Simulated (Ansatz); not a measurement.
F₂H₃NSi···H₂O

Input

```
crystal:
  periodic: [false, false, false]
  atoms:
    - {symbol: Si, position_ang: [-0.738685, -0.781535, -0.511045]}
    - {symbol: N, position_ang: [0.934367, -0.513312, -0.367621]}
    - {symbol: F, position_ang: [-1.109984, -2.219606, -1.073281]}
    - {symbol: F, position_ang: [-1.349364, -0.750654, 0.953126]}
    - {symbol: H, position_ang: [-1.354377, 0.230365, -1.375214]}
    - {symbol: H, position_ang: [0.679596, 1.318300, 0.681399]}
    - {symbol: O, position_ang: [0.271092, 2.146111, 0.968237]}
    - {symbol: H, position_ang: [1.442254, -0.195275, -1.179665]}
    - {symbol: H, position_ang: [1.503377, -1.135050, 0.188070]}
    - {symbol: H, position_ang: [-0.278279, 1.900458, 1.715993]}
basis:
  gaussian: {orbitals: def2-TZVPP}
hamiltonian: {xc: pbe0, dispersion: d4}
output: {orbitals: {seedname: orbitals}}
```

Run with:

```sh
ansatz run in.yaml --threads 4 --pin off --events-out ev --progress --plain --max-ram 9574MiB
```

The reactant side of a reaction path; geometry: PBE0-D4/def2-TZVP.

Level of theory: Ansatz, RKS PBE0-D4/def2-TZVPP.

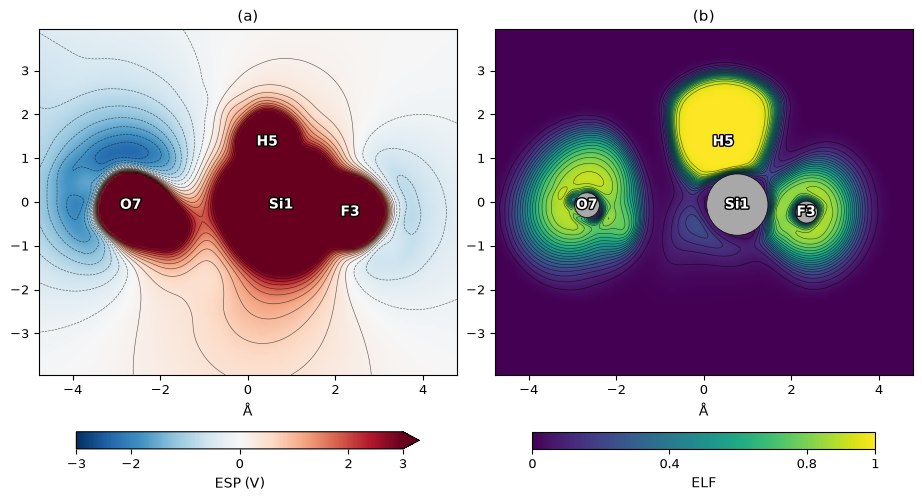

Figure 1. (a) electrostatic potential; (b) ELF on the plane of atoms F3, Si1 and H5. Grey discs cover the atomic cores in the ELF map.

Read the bonding off the picture.

- The section cuts through Si, F, H and O sites.
- Si–F (1.59 Å): the ELF peaks at about 0.85 in the valence shell of F, 0.6 Å from its nucleus, and is about 0.50 at the midpoint.
- Si–H (1.47 Å): the ELF climbs to about 1 towards the hydrogen, as it does in any bond to H.
- The ELF also peaks beside F3 and O7, away from the bonds: lone-pair regions.
- Outside the dense part of the complex the potential is most negative (−2.3 V) near O7.

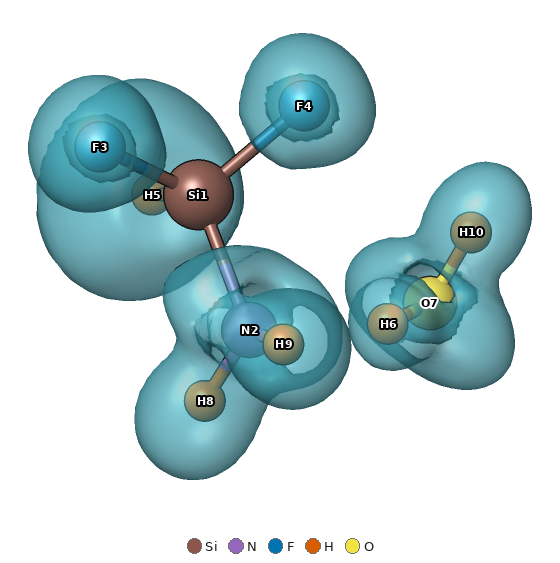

Figure 2. Isosurface of the ELF at 0.75 (cyan), seen at an oblique angle. Core shells and regions of very low density are left out.

Where are the electrons localised?

The surface consists of one region around a hydrogen nucleus, two regions wrapped around F (its lone pairs, merged into a ring or cap), one joined region spread over several atoms (H, N), in which their bonds and any lone pairs are merged and one joined region spread over several atoms (H, O), in which their bonds and any lone pairs are merged. Profiles from the grid: N2···H6 (2.13 Å): the ELF dips to about 0.10 between them: by its geometry a hydrogen bond between the two molecules, with no shared pair.

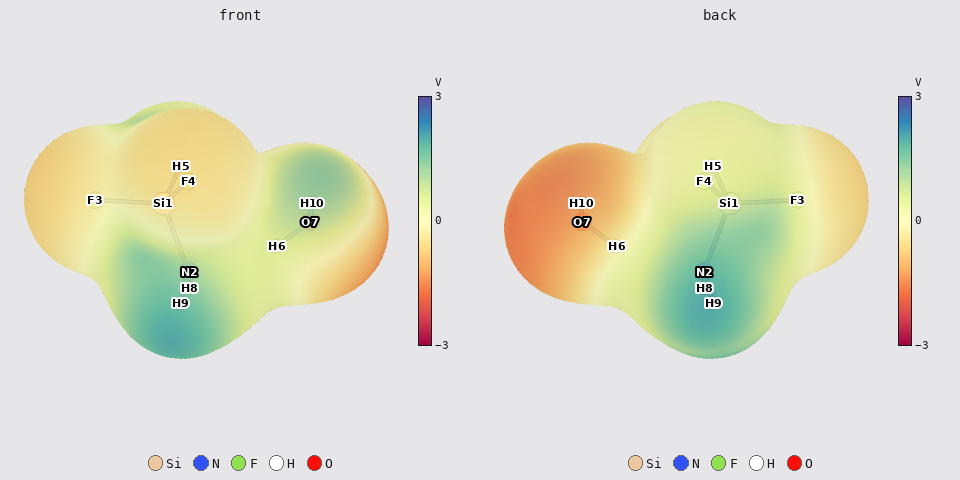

Figure 3. The electrostatic potential painted on the density surface at 0.001 e/bohr³, seen from the front and from behind; the colour scale runs from red (negative) to blue (positive).

Which sites attract a positive test charge, and which a negative one?

A positive charge is drawn to the negative regions and a negative charge to the positive ones. The most negative region (about −1.7 V) lies over O7, the most positive (about +2.0 V) over H8 and H9. O7 is the likeliest acceptor of a hydrogen bond.

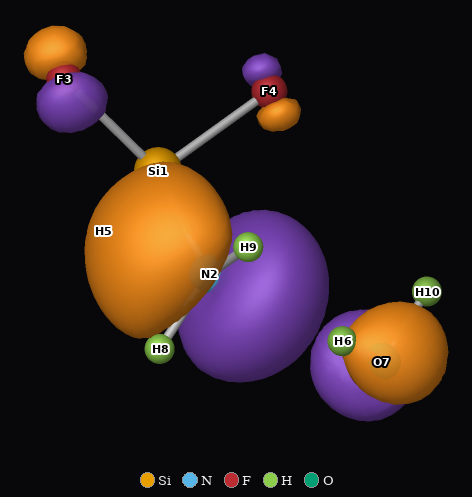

Figure 4. The HOMO−1 at ±0.15 Å⁻³ᐟ² (orange and purple are the two phases), seen at an oblique angle.

Where does this orbital lie, and at what energy?

It lies mainly on N2 (about 60 %) and O7 (about 15 %). Its energy is −8.93 eV.
